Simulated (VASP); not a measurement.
Data:

```xyz
2
Lattice="1.8409 -3.1885 0.0000 1.8409 3.1885 0.0000 0.0000 0.0000 5.6796" Properties=species:S:1:pos:R:3 pbc="T T T"
Dy     1.8409     1.0628     1.4199
Dy     1.8409    -1.0628     4.2597
```

These are RPBE GGA, VASP's PBE PAW potentials (set 64) (plane waves; VASP) values and carry that method's errors. Numerical set-up: 520 eV cut-off, 13×13×7 Γ-centred mesh, tetrahedra with Blöchl corrections, potentials Dy_3.

The 4f electrons are frozen in the core of the lanthanide potential, so 4f levels, which can set the real gap, and their magnetism are missing.

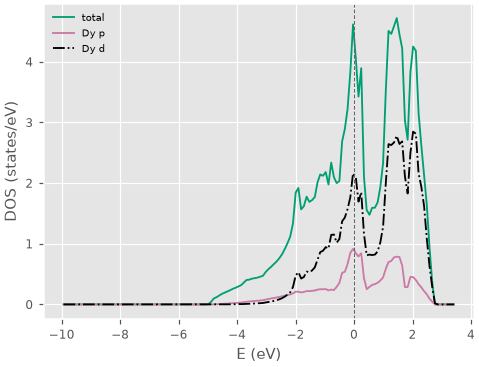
Fig. 1. Total and projected density of states, zero at the Fermi level

Within 2 eV below the Fermi level the largest weight inside VASP's projection spheres is Dy d, then Dy p.

It has no gap at this level: it comes out as a metal or semimetal.

The compound is Dy in the hcp structure. It was relaxed first, which changed the volume by +6 %.
